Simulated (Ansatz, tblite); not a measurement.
Ligand exchange: IBr + HOF → HOI + BrF

Species: IBr (iodine monobromide), singlet; HOF (hypofluorous acid) `OF`, singlet; HOI (hypoiodous acid) `OI`, singlet; BrF (bromine fluoride), singlet. The partners trade Br for OH: I–Br and F–OH bonds give way to I–OH and F–Br.

Shapes, held fixed at every level: PBE0-D4/def2-TZVP. Programs: Ansatz 0.2.0, tblite 0.8.0. The zero-point and thermal change to 298 K, harmonic and unscaled (PBE0-D4/def2-TZVP), is -2.1 kJ/mol.

| level | kind | ΔH(298 K) (kJ/mol) | less CCSD(T)/def2-TZVPP |
| --- | --- | --- | --- |
| GFN1-xTB | semi-empirical | -64.5 | +7.1 |
| HF/def2-SVP | Hartree–Fock | -39.7 | +31.9 |
| HF/def2-TZVPP | Hartree–Fock | -66.3 | +5.3 |
| SPW92/def2-TZVPP | LDA | -69.1 | +2.5 |
| PBE-D4/def2-TZVPP | GGA | -64.8 | +6.8 |
| MP2/def2-TZVPP | perturbation theory | -80.1 | -8.5 |
| CCSD(T)/def2-SVP | coupled cluster or CI | -38.2 | +33.4 |
| CCSD/def2-SVP | coupled cluster or CI | -39.0 | +32.6 |
| CCSD(T)/def2-TZVPP | coupled cluster or CI | -71.6 | 0.0 |

The highest level, CCSD(T)/def2-TZVPP, gives ΔH(298 K) = -71.6 kJ/mol; the levels span -80.1 to -38.2. The column of differences is taken from that level and isn't an error. No measured value is set beside it here. For atoms past krypton def2 sets carry core potentials with scalar relativity. Relativity is left out for Br. Outer-core shells of Br, I are correlated, in sets that cover them unevenly.

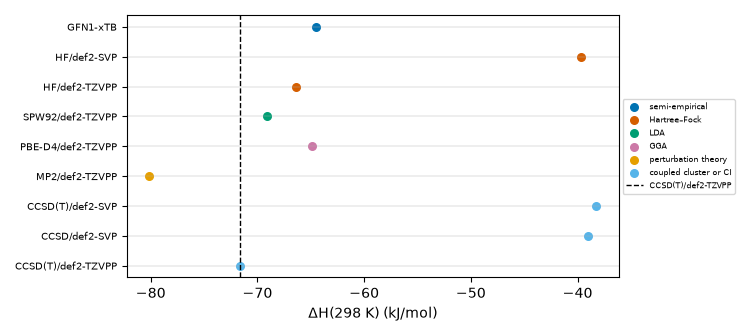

The values of the table, level by level.
